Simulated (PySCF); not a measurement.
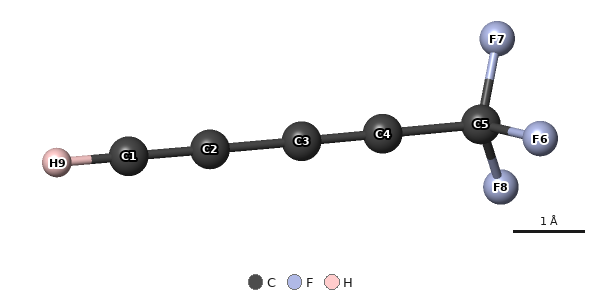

Figure 1. The input geometry of run 1 (ball-and-stick view, seen at a tilt; atoms are numbered from 1 in the order of the input).

# C$_{5}$HF$_{3}$: a changed input and its effect

System: C$_{5}$HF$_{3}$.
Method of run 1: GIAO PBE0/pcSseg-1 NMR shielding, non-relativistic, IEF-PCM acetone (PySCF 2.14.0).

The geometry comes from this level: PBE0-D3(BJ)/def2-SVP. Text and figures count atoms from 1; the logs count them from 0 in places.

**The input, run 1**
```
{"job": {"kind": "nmr", "xc": "PBE0", "basis": "pcSseg-1", "solvent": "acetone", "pop": true}, "charge": 0, "multiplicity": 1}
C      3.192159    -0.102453    -0.449579
C      1.991197    -0.059488    -0.267120
C      0.637568    -0.016319    -0.059795
C     -0.562295     0.017061     0.125021
C     -2.010736     0.059813     0.356840
F     -2.302393     0.826221     1.406335
F     -2.492982    -1.159009     0.593822
F     -2.649368     0.554909    -0.701741
H      4.254786    -0.137862    -0.610439
```

The first line tells a small driver script what to run in PySCF; the rest is the geometry in Å.

Command:
```bash
OMP_NUM_THREADS=1 python <driver script> task.json out
```

Hardware: 1 CPU thread, shared host.

**Output (run 1)**
```
coarse grid: 9312 points
cycle   1  E = -489.7636451689  dE =  1.473e+00  |g| = 9.042e-01  |ddm| = 3.766e+00
cycle   2  E = -489.6232659565  dE =  1.404e-01  |g| = 1.328e+00  |ddm| = 1.625e+00
cycle   3  E = -489.8994894862  dE = -2.762e-01  |g| = 1.664e-01  |ddm| = 9.155e-01
cycle   4  E = -489.9045008876  dE = -5.011e-03  |g| = 8.559e-02  |ddm| = 1.742e-01
cycle   5  E = -489.9062874382  dE = -1.787e-03  |g| = 1.696e-02  |ddm| = 6.469e-02
cycle   6  E = -489.9063426604  dE = -5.522e-05  |g| = 5.220e-03  |ddm| = 1.644e-02
cycle   7  E = -489.9063477696  dE = -5.109e-06  |g| = 2.508e-03  |ddm| = 4.953e-03
final grid: 96224 points
cycle   8  E = -489.9751771370  dE = -3.070e-05  |g| = 6.686e-03  |ddm| = 9.140e-02
cycle   9  E = -489.9751543710  dE =  2.277e-05  |g| = 1.191e-02  |ddm| = 1.439e-02
cycle  10  E = -489.9751871939  dE = -3.282e-05  |g| = 1.507e-03  |ddm| = 8.599e-03
cycle  11  E = -489.9751876723  dE = -4.784e-07  |g| = 4.116e-04  |ddm| = 1.230e-03
cycle  12  E = -489.9751877013  dE = -2.904e-08  |g| = 1.248e-04  |ddm| = 3.803e-04
cycle  13  E = -489.9751877033  dE = -1.939e-09  |g| = 8.195e-05  |ddm| = 1.406e-04
cycle  14  E = -489.9751877050  dE = -1.707e-09  |g| = 5.509e-06  |ddm| = 6.070e-05
cycle  15  E = -489.9751877050  dE = -3.297e-12  |g| = 1.590e-06  |ddm| = 5.665e-06
converged SCF energy = -489.9751877050

GIAO shielding tensors (ppm)
atom      isotropic    diamagn.    paramagn.     s11        s22        s33       span
  0 C      100.192     260.340    -160.149     18.457     18.464    263.654    245.197
  1 C      116.130     248.289    -132.160     28.976     28.980    290.433    261.456
  2 C      107.526     247.892    -140.366     35.063     35.101    252.413    217.350
  3 C      121.454     256.296    -134.842     28.960     29.015    306.387    277.426
  4 C       65.476     245.695    -180.219     58.661     68.854     68.914     10.253
  5 F      240.326     472.664    -232.338    153.953    225.287    341.739    187.785
  6 F      240.609     472.704    -232.095    154.219    225.710    341.899    187.680
  7 F      240.936     472.792    -231.856    154.591    226.174    342.044    187.453
  8 H       28.423      31.391      -2.968     23.210     23.211     38.848     15.638
```

For run 2 the input was changed thus:
```diff
-"solvent": "acetone"
-"pop": true
+"solvent": "chloroform"
+"pop": false
```

Predict how the results change.

The total energy of run 2 is 0.7 kcal/mol higher: the change of the electrostatic solvation energy at this fixed geometry, without cavity or dispersion terms. The dipole moment goes from 3.50 to 3.35 D. Of all shieldings, the largest change is that of C1, by +1.2 ppm. The number of SCF iterations is the same.

**Output (run 2)**
```
coarse grid: 9312 points
cycle   1  E = -489.7618781598  dE =  1.475e+00  |g| = 9.068e-01  |ddm| = 3.766e+00
cycle   2  E = -489.6165803259  dE =  1.453e-01  |g| = 1.340e+00  |ddm| = 1.655e+00
cycle   3  E = -489.8972872131  dE = -2.807e-01  |g| = 1.784e-01  |ddm| = 9.375e-01
cycle   4  E = -489.9033059348  dE = -6.019e-03  |g| = 8.776e-02  |ddm| = 1.842e-01
cycle   5  E = -489.9052067287  dE = -1.901e-03  |g| = 1.696e-02  |ddm| = 6.638e-02
cycle   6  E = -489.9052624730  dE = -5.574e-05  |g| = 4.918e-03  |ddm| = 1.687e-02
cycle   7  E = -489.9052665062  dE = -4.033e-06  |g| = 2.680e-03  |ddm| = 4.843e-03
final grid: 96224 points
cycle   8  E = -489.9740992930  dE = -2.915e-05  |g| = 7.182e-03  |ddm| = 9.138e-02
cycle   9  E = -489.9740680773  dE =  3.122e-05  |g| = 1.346e-02  |ddm| = 1.579e-02
cycle  10  E = -489.9741111380  dE = -4.306e-05  |g| = 1.620e-03  |ddm| = 9.661e-03
cycle  11  E = -489.9741116832  dE = -5.453e-07  |g| = 4.024e-04  |ddm| = 1.310e-03
cycle  12  E = -489.9741117099  dE = -2.668e-08  |g| = 1.262e-04  |ddm| = 3.792e-04
cycle  13  E = -489.9741117117  dE = -1.782e-09  |g| = 8.751e-05  |ddm| = 1.452e-04
cycle  14  E = -489.9741117137  dE = -1.968e-09  |g| = 5.794e-06  |ddm| = 6.449e-05
cycle  15  E = -489.9741117137  dE = -6.480e-12  |g| = 1.736e-06  |ddm| = 6.036e-06
converged SCF energy = -489.9741117137

GIAO shielding tensors (ppm)
atom      isotropic    diamagn.    paramagn.     s11        s22        s33       span
  0 C      101.425     260.713    -159.288     20.277     20.285    263.712    243.436
  1 C      115.667     248.126    -132.459     28.293     28.297    290.410    262.117
  2 C      107.592     247.826    -140.234     35.195     35.233    252.349    217.154
  3 C      121.194     256.290    -135.096     28.552     28.607    306.422    277.871
  4 C       65.494     245.658    -180.164     58.458     68.982     69.043     10.585
  5 F      239.958     472.633    -232.676    153.610    224.861    341.402    187.792
  6 F      240.241     472.673    -232.432    153.876    225.284    341.563    187.687
  7 F      240.574     472.760    -232.186    154.257    225.756    341.711    187.454
  8 H       28.597      31.553      -2.957     23.412     23.412     38.966     15.555
```

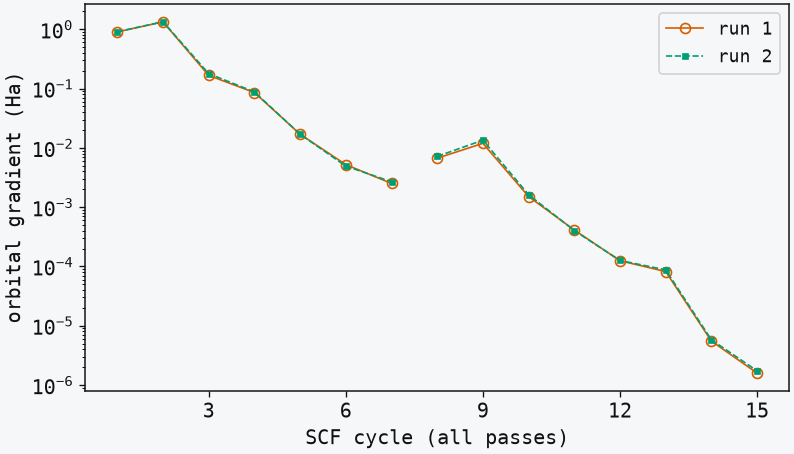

Figure 2. Convergence of the two runs: orbital gradient against the SCF cycle. A break in a curve parts two SCF passes (coarse and final grid). Run 1 takes 15 cycles in all, and run 2 takes 15.

**The two runs side by side**

```tsv
quantity	run 1	run 2
outcome	converged	converged
total energy (hartree)	−489.975188	−489.974112
HOMO (eV)	−8.23	−8.25
LUMO (eV)	−1.59	−1.60
dipole moment (D)	3.50	3.35
shielding of C1 (ppm)	100.2	101.4
shielding of C2 (ppm)	116.1	115.7
shielding of C4 (ppm)	121.5	121.2
shielding of F6 (ppm)	240.3	240.0
shielding of F7 (ppm)	240.6	240.2
shielding of F8 (ppm)	240.9	240.6
shielding of H9 (ppm)	28.4	28.6
SCF iterations	15	15
basis functions	141	141
wall time (shared host)	43 s	40 s
```
